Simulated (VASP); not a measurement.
**A VASP study of BaFeO3 (PBEsol + U): structure first, properties next**

Wanted: the relaxed cell of BaFeO3 and its properties. The steps: magnetic order: ferromagnetic, magnetic order: antiferromagnetic, q = (0, 0, 1/2), magnetic order: antiferromagnetic, q = (1/2, 1/2, 1/2), magnetic order: antiferromagnetic, q = (1/2, 1/2, 0), the orders side by side, relaxing cell and atoms (PBEsol + U), second relaxation, single point with fields (PBEsol + U), bands along the symmetry lines (PBEsol + U), total and projected DOS (PBEsol + U) and electric field gradients (PBEsol + U). Left out of this account: 1 further run (relaxation: a spoilt try). The start is a cell from a database of measured crystal structures.

Program: VASP 6.6.1. Level of theory: PBEsol, DFT+U (Fe d 3 eV), spin-polarised from a ferromagnetic start (one magnetic atom a cell); plane waves and PAW (Ba_sv, Fe, O), in the first sound run; inputs show where later runs differ. Results are calculated unless marked as measured.

The database entry behind the starting cell differs from later determinations by our own check (an axis about 1.3 % long against later determinations), so it need not match the best structure at ambient conditions.

## (1) Set-up

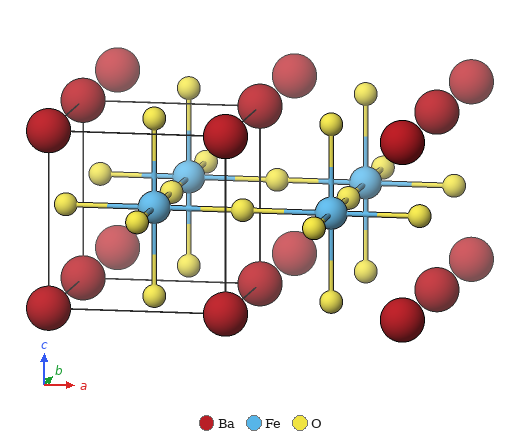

The cell as given, slightly off an axis (barium red, iron blue, oxygen yellow). 2×2×1 cells are drawn. Some periodic images of atoms are drawn too.

## (2) Magnetic order: ferromagnetic

The properties of a magnet depend on its order, so a few collinear patterns are compared first on the cell as listed, beginning with all moments parallel. PBEsol restores the gradient expansion of exchange and is tuned for the cells of solids. A Hubbard U penalises fractional filling of the localised shell, which semilocal functionals favour.

INCAR reads:

```
SYSTEM = BaFeO3
PREC = Accurate
ENCUT = 520
EDIFF = 1E-06
NELM = 100
ISMEAR = 0
SIGMA = 0.05
LREAL = .FALSE.
ALGO = Normal
GGA = PS
NBANDS = 28
ISPIN = 2
MAGMOM = 0 3 0 0 0
LDAU = .TRUE.
LDAUTYPE = 2
LDAUL = -1 2 -1
LDAUU = 0 3 0
LDAUJ = 0 0 0
LDAUPRINT = 1
LASPH = .TRUE.
LMAXMIX = 4
LORBIT = 11
LWAVE = .FALSE.
LCHARG = .FALSE.
KPAR = 8
ISIF = 2
```

POSCAR reads:

```
BaFeO3
1.0
    4.0200000000      0.0000000000      0.0000000000
    0.0000000000      4.0200000000      0.0000000000
    0.0000000000      0.0000000000      4.0200000000
Ba Fe O
1 1 3
Direct
    0.0000000000      0.0000000000      0.0000000000
    0.5000000000      0.5000000000      0.5000000000
    0.5000000000      0.5000000000      0.0000000000
    0.0000000000      0.5000000000      0.5000000000
    0.5000000000      0.0000000000      0.5000000000
```

KPOINTS reads:

```
Automatic mesh
0
Gamma
6 6 6
0 0 0
```

The projector-augmented-wave data sets are Ba_sv, Fe and O (PBE family, release 64).

Run with:

```
> mpirun -np 8 vasp_std
```

The log of the run:

```text
[banner, memory and clock lines left out]
running    8 mpi-ranks, on    1 nodes
 distrk:  each k-point on    1 cores,    8 groups
 distr:  one band on    1 cores,    1 groups

 POSCAR found type information on POSCAR BaFeO
 POSCAR found :  3 types and       5 ions
|                                                                             |
|           W    W    AA    RRRRR   N    N  II  N    N   GGGG   !!!           |
|           W    W   A  A   R    R  NN   N  II  NN   N  G    G  !!!           |
|           W    W  A    A  R    R  N N  N  II  N N  N  G       !!!           |
|           W WW W  AAAAAA  RRRRR   N  N N  II  N  N N  G  GGG   !            |
|           WW  WW  A    A  R   R   N   NN  II  N   NN  G    G                |
|           W    W  A    A  R    R  N    N  II  N    N   GGGG   !!!           |
|                                                                             |
|     For optimal performance we recommend to set                             |
|       NCORE = 2 up to number-of-cores-per-socket                            |
|     NCORE specifies how many cores store one orbital (NPAR=cpu/NCORE).      |
|     This setting can greatly improve the performance of VASP for DFT.       |
|     The default, NCORE=1 might be grossly inefficient on modern             |
|     multi-core architectures or massively parallel machines. Do your        |
|     Unfortunately you need to use the default for GW and RPA                |
|     calculations (for HF NCORE is supported but not extensively tested      |
|     yet).                                                                   |
|                                                                             |

|                                                                             |
|               ----> ADVICE to this user running VASP <----                  |
|                                                                             |
|     You enforced a specific xc type in the INCAR file but a different       |
|     [... a line on the potential file left out ...]
|     I HOPE YOU KNOW WHAT YOU ARE DOING!                                     |
|                                                                             |

 LDA part: xc-table for (Slater+PW92), standard interpolation
 POSCAR, INCAR and KPOINTS ok, starting setup
 FFT: planning ... GRIDC
 FFT: planning ... GRID_SOFT
 FFT: planning ... GRID
 WAVECAR not read
 entering main loop
       N       E                     dE             d eps       ncg     rms          rms(c)
DAV:   1     0.314929183270E+03    0.31493E+03   -0.17332E+04  2240   0.133E+03
DAV:   2    -0.133694857277E+02   -0.32830E+03   -0.30182E+03  2452   0.333E+02
DAV:   3    -0.449514111934E+02   -0.31582E+02   -0.30782E+02  2784   0.116E+02
DAV:   4    -0.459593418144E+02   -0.10079E+01   -0.10032E+01  2964   0.204E+01
DAV:   5    -0.459822391959E+02   -0.22897E-01   -0.22843E-01  2904   0.266E+00    0.279E+01
DAV:   6    -0.459324511686E+02    0.49788E-01   -0.63957E+01  2908   0.968E+01    0.677E+01
DAV:   7    -0.351381292399E+02    0.10794E+02   -0.43126E+01  2516   0.126E+02    0.142E+01
DAV:   8    -0.345030766581E+02    0.63505E+00   -0.40092E+00  3048   0.307E+01    0.671E+00
DAV:   9    -0.344094036788E+02    0.93673E-01   -0.99127E-01  3312   0.157E+01    0.372E+00
DAV:  10    -0.344253272744E+02   -0.15924E-01   -0.14307E-01  2524   0.240E+00    0.274E+00
DAV:  11    -0.344005448317E+02    0.24782E-01   -0.35733E-02  2552   0.359E+00    0.119E+00
DAV:  12    -0.344020369536E+02   -0.14921E-02   -0.51600E-03  2936   0.584E-01    0.624E-01
DAV:  13    -0.344023587852E+02   -0.32183E-03   -0.86638E-03  2500   0.178E+00    0.392E-01
DAV:  14    -0.344022343872E+02    0.12440E-03   -0.82781E-04  3040   0.264E-01    0.247E-01
DAV:  15    -0.344020657550E+02    0.16863E-03   -0.28471E-04  2924   0.292E-01    0.978E-02
DAV:  16    -0.344020702000E+02   -0.44450E-05   -0.49356E-05  3268   0.700E-02    0.565E-02
DAV:  17    -0.344020749103E+02   -0.47103E-05   -0.35181E-05  2572   0.941E-02    0.209E-02
DAV:  18    -0.344020759402E+02   -0.10299E-05   -0.49330E-06  2288   0.139E-02    0.126E-02
DAV:  19    -0.344020757372E+02    0.20307E-06   -0.16397E-06  1632   0.205E-02
   1 F= -.34402076E+02 E0= -.34401161E+02  d E =-.182931E-02  mag=     4.1197
```

The job ended after 10 s (8 MPI ranks of Intel Xeon 6975P-C (Granite Rapids), shared host; peak memory 1.9 GiB; 75 s of CPU time).

The logs omit lines about the potential files and the build; timing stands in the text.

OUTCAR, selected parts (step 2):

```text
ion  position               nearest neighbor table
   1  0.000  0.000  0.000-   3 2.84   4 2.84   5 2.84   4 2.84   5 2.84   3 2.84   4 2.84   4 2.84
                             3 2.84   5 2.84   5 2.84   3 2.84   2 3.48   2 3.48   2 3.48   2 3.48
   2  0.500  0.500  0.500-   3 2.01   4 2.01   5 2.01   3 2.01   5 2.01   4 2.01   1 3.48   1 3.48
                             1 3.48   1 3.48   1 3.48   1 3.48   1 3.48   1 3.48
   3  0.500  0.500  0.000-   2 2.01   2 2.01   1 2.84   1 2.84   1 2.84   1 2.84
   4  0.000  0.500  0.500-   2 2.01   2 2.01   1 2.84   1 2.84   1 2.84   1 2.84
   5  0.500  0.000  0.500-   2 2.01   2 2.01   1 2.84   1 2.84   1 2.84   1 2.84

  LATTYP: Found a simple cubic cell.
 ALAT       =     4.0200000000

 Subroutine GETGRP returns: Found 48 space group operations
 (whereof 48 operations were pure point group operations)

The static configuration has the point symmetry O_h .

 Found     20 irreducible k-points:

   k-points           NKPTS =     20   k-points in BZ     NKDIM =     20   number of bands    NBANDS=     28

   dimension x,y,z NGX =    30 NGY =   30 NGZ =   30
   dimension x,y,z NGXF=    60 NGYF=   60 NGZF=   60

   ENCUT  =  520.0 eV  38.22 Ry    6.18 a.u.   7.47  7.47  7.47*2*pi/ulx,y,z

   NELECT =      36.0000    total number of electrons

 k-points in reciprocal lattice and weights: Automatic mesh
   0.00000000  0.00000000  0.00000000       0.005
   0.16666667  0.00000000  0.00000000       0.028
   0.33333333  0.00000000  0.00000000       0.028
   0.50000000  0.00000000  0.00000000       0.014
   0.16666667  0.16666667  0.00000000       0.056
   0.33333333  0.16666667  0.00000000       0.111
   0.50000000  0.16666667  0.00000000       0.056
   0.33333333  0.33333333  0.00000000       0.056
   0.50000000  0.33333333  0.00000000       0.056
[...]
0.50000000  0.50000000  0.33333333       0.028
   0.50000000  0.50000000  0.50000000       0.005

atom =   2  type =  2  l = 2

 onsite density matrix

spin component  1

  0.9781  0.0000 -0.0000 -0.0000 -0.0000
  0.0000  0.9781  0.0000  0.0000 -0.0000
 -0.0000  0.0000  0.9036  0.0000  0.0000
 -0.0000  0.0000  0.0000  0.9781 -0.0000
 -0.0000 -0.0000  0.0000 -0.0000  0.9036

spin component  2

  0.1686 -0.0000  0.0000 -0.0000  0.0000
 -0.0000  0.1686  0.0000 -0.0000  0.0000
  0.0000  0.0000  0.2968 -0.0000 -0.0000
 -0.0000 -0.0000 -0.0000  0.1686  0.0000
  0.0000  0.0000 -0.0000  0.0000  0.2968

 occupancies and eigenvectors

  o =  0.1686  v =  0.0000  0.0000  0.0000  0.0000  0.0000  0.0000 -0.0120 -0.0000  0.9999  0.0000      0.0000  0.0000  0.0000  0.0000  0.0000  0.0000  0.0000  0.0000  0.0000  0.0000
  o =  0.1686  v =  0.0000  0.0000  0.0000  0.0000  0.0000  0.0000  0.9999 -0.0000  0.0120 -0.0000      0.0000  0.0000  0.0000  0.0000  0.0000  0.0000  0.0000  0.0000  0.0000  0.0000
  o =  0.1686  v =  0.0000  0.0000  0.0000  0.0000  0.0000  1.0000  0.0000  0.0000  0.0000  0.0000      0.0000  0.0000  0.0000  0.0000  0.0000  0.0000  0.0000  0.0000  0.0000  0.0000
  o =  0.2968  v =  0.0000  0.0000  0.0000  0.0000  0.0000  0.0000  0.0000  0.0380 -0.0000  0.9993      0.0000  0.0000  0.0000  0.0000  0.0000  0.0000  0.0000  0.0000  0.0000  0.0000
  o =  0.2968  v =  0.0000  0.0000  0.0000  0.0000  0.0000  0.0000 -0.0000 -0.9993 -0.0000  0.0380      0.0000  0.0000  0.0000  0.0000  0.0000  0.0000  0.0000  0.0000  0.0000  0.0000
  o =  0.9036  v =  0.0000 -0.0000  1.0000 -0.0000 -0.0087  0.0000  0.0000  0.0000  0.0000  0.0000      0.0000  0.0000  0.0000  0.0000  0.0000  0.0000  0.0000  0.0000  0.0000  0.0000
  o =  0.9036  v =  0.0000 -0.0000 -0.0087 -0.0000 -1.0000  0.0000  0.0000  0.0000  0.0000  0.0000      0.0000  0.0000  0.0000  0.0000  0.0000  0.0000  0.0000  0.0000  0.0000  0.0000
  o =  0.9781  v =  1.0000  0.0000  0.0000  0.0000  0.0000  0.0000  0.0000  0.0000  0.0000  0.0000      0.0000  0.0000  0.0000  0.0000  0.0000  0.0000  0.0000  0.0000  0.0000  0.0000
  o =  0.9781  v =  0.0000  0.9987  0.0000 -0.0514 -0.0000  0.0000  0.0000  0.0000  0.0000  0.0000      0.0000  0.0000  0.0000  0.0000  0.0000  0.0000  0.0000  0.0000  0.0000  0.0000
  o =  0.9781  v =  0.0000  0.0514  0.0000  0.9987 -0.0000  0.0000  0.0000  0.0000  0.0000  0.0000      0.0000  0.0000  0.0000  0.0000  0.0000  0.0000  0.0000  0.0000  0.0000  0.0000

 average (electrostatic) potential at core
       1 -33.9856       2 -48.3765       3 -71.3493       4 -71.3493       5 -71.3493

 E-fermi :   2.4352

 spin component 1
 k-point     1 :       0.0000    0.0000    0.0000
  band No.  band energies     occupation
    ...
     17       1.1746      1.00000
     18       1.1746      1.00000
     19       2.0303      1.00000
     20       2.0303      1.00000
     21       2.0303      1.00000
     22       7.4494      0.00000
     23       7.4494      0.00000
     24       8.6004      0.00000
     25      10.3473      0.00000
     26      10.3473      0.00000
    ...

 k-point     2 :       0.1667    0.0000    0.0000
  band No.  band energies     occupation
    ...
     17       1.1565      1.00000
     18       1.1565      1.00000
     19       1.7952      1.00000
     20       1.9500      1.00000
     21       1.9500      1.00000
     22       7.9227      0.00000
     23       7.9783      0.00000
     24       9.2423      0.00000
     25      10.4295      0.00000
     26      10.7540      0.00000
    ...

 k-point     3 :       0.3333    0.0000    0.0000
  band No.  band energies     occupation
    ...
     17       1.2186      1.00000
     18       1.2186      1.00000
     19       1.5967      1.00000
     20       1.7705      1.00000
     21       1.7705      1.00000
     22       8.8797      0.00000
     23       9.1863      0.00000
     24      10.6118      0.00000
     25      10.8185      0.00000
     26      11.5704      0.00000
    ...

 k-point     4 :       0.5000    0.0000    0.0000
  band No.  band energies     occupation
    ...
     17       1.3326      1.00000
     18       1.3326      1.00000
     19       1.6295      1.00000
     20       1.6295      1.00000
     21       1.6417      1.00000
     22       9.3825      0.00000
     23       9.9191      0.00000
     24      10.7141      0.00000
     25      11.9851      0.00000
     26      11.9851      0.00000
    ...

 k-point     5 :       0.1667    0.1667    0.0000
  band No.  band energies     occupation
    ...
     17       1.1146      1.00000
     18       1.2122      1.00000
     19       1.2870      1.00000
     20       1.8542      1.00000
     21       2.3085      0.99983
     22       8.2756      0.00000
     23       8.4862      0.00000
     24       9.6752      0.00000
     25      10.7773      0.00000
     26      10.8683      0.00000
    ...

 k-point     6 :       0.3333    0.1667    0.0000
  band No.  band energies     occupation
    ...
     16       0.7205      1.00000
     17       1.0697      1.00000
     18       1.1352      1.00000
     19       1.4573      1.00000
     20       1.6393      1.00000
     21       2.4756      0.12678
     22       9.1073      0.00000
     23       9.6873      0.00000
     24      10.7621      0.00000
     25      10.9685      0.00000
    ...

  Total       -3.2363756     -3.2363756     -3.2363756      0.0000000      0.0000000      0.0000000
  in kB      -79.8162532    -79.8162532    -79.8162532      0.0000000      0.0000000      0.0000000
  external PRESSURE =     -79.8162532 kB  Pullay stress =       0.0000000 kB

  energy-cutoff  :      520.00
  volume of cell :       64.96
      direct lattice vectors                 reciprocal lattice vectors
     4.020000000  0.000000000  0.000000000     0.248756219  0.000000000  0.000000000
     0.000000000  4.020000000  0.000000000     0.000000000  0.248756219  0.000000000
     0.000000000  0.000000000  4.020000000     0.000000000  0.000000000  0.248756219

 POSITION                                       TOTAL-FORCE (eV/Angst)
 -----------------------------------------------------------------------------------
      0.00000      0.00000      0.00000         0.000000      0.000000      0.000000
      2.01000      2.01000      2.01000         0.000000      0.000000      0.000000
      2.01000      2.01000      0.00000         0.000000      0.000000      0.000000
      0.00000      2.01000      2.01000         0.000000      0.000000      0.000000
      2.01000      0.00000      2.01000         0.000000      0.000000      0.000000
 -----------------------------------------------------------------------------------
    total drift:                                0.000000      0.000000     -0.000000

  FREE ENERGIE OF THE ION-ELECTRON SYSTEM (eV)
  ---------------------------------------------------
  free  energy   TOTEN  =       -34.4020757372 eV

  energy  without entropy=      -34.4002464304  energy(sigma->0) =      -34.40116108

 total charge
# of ion       s       p       d       tot
------------------------------------------
    1        2.001   5.629   0.315   7.945
    2        0.382   0.559   5.817   6.759
    3        1.563   3.364   0.000   4.927
    4        1.563   3.364   0.000   4.927
    5        1.563   3.364   0.000   4.927
--------------------------------------------------
tot          7.073  16.281   6.132  29.486

 magnetization (x)
# of ion       s       p       d       tot
------------------------------------------
    1        0.001   0.005   0.005   0.010
    2        0.027   0.026   3.642   3.695
    3        0.010   0.090   0.000   0.099
    4        0.010   0.090   0.000   0.099
    5        0.010   0.090   0.000   0.099
--------------------------------------------------
tot          0.058   0.300   3.646   4.004

[... 6 further parts left out ...]
```

The k-mesh is coarse for a metal. Harder data sets than Ba_sv exist (the GW ones), and pressures, volumes and forces can shift noticeably with them. The PAW data sets were made with PBE, which is usual practice but a small mismatch for other functionals. At this level the cell is under a tension of 8.0 GPa, so at these settings it is away from equilibrium.

This step gave:

```
SCF cycles                                        : 19
electrons                                         : 36
bands                                             : 28
irreducible k-points                              : 20
symmetry operations                               : 48
free energy (TOTEN)                               : -34.40 eV
energy at zero smearing                           : -34.40 eV
Fermi energy                                      : 2.435 eV
pressure                                          : -7.982 GPa
moment of the cell, from the last line of the log : 4.120 μB
metallic                                          : yes
```

Spin moment in the PAW sphere by atom:

```
atom  spin moment in the PAW sphere (μB)
 Ba1                                0.01
 Fe2                                3.69
  O3                                0.10
  O4                                0.10
  O5                                0.10
```

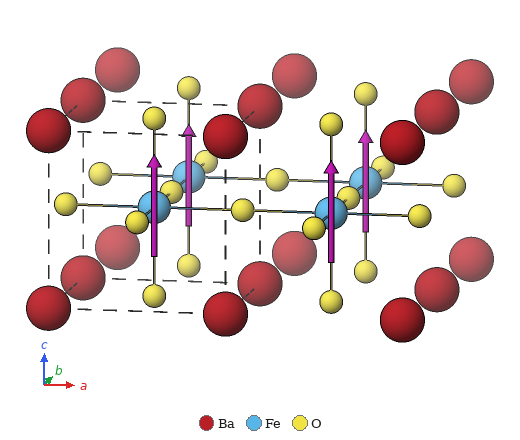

Spin moment in the PAW sphere as arrows, the longest 3.69 μB. Up and down stand for the sign. Arrows give size and sign along the axis of quantisation, drawn up and down the page. 2×2×1 cells are drawn. Some periodic images of atoms are drawn too.

The run ends ferromagnetic with a largest moment of 3.69 μB, and the mesh shows no gap.

(Continued in part 2 of 9.)

[Lines on the potential files, build, host, timing and source positions are cut from VASP's logs without a mark.]

[Logs are printed without paths, hosts, clocks, repeated set-up lines and the standing remarks that a program may print on its own settings, such as how far it seeks lower states.]

[Hosts, paths, dates, database ids (printed as entryN), source tags and the programs' standing remarks are cut or masked in the printed files.]

[A measured line is paired with the nearest computed mode of its activity, which favours agreement.]
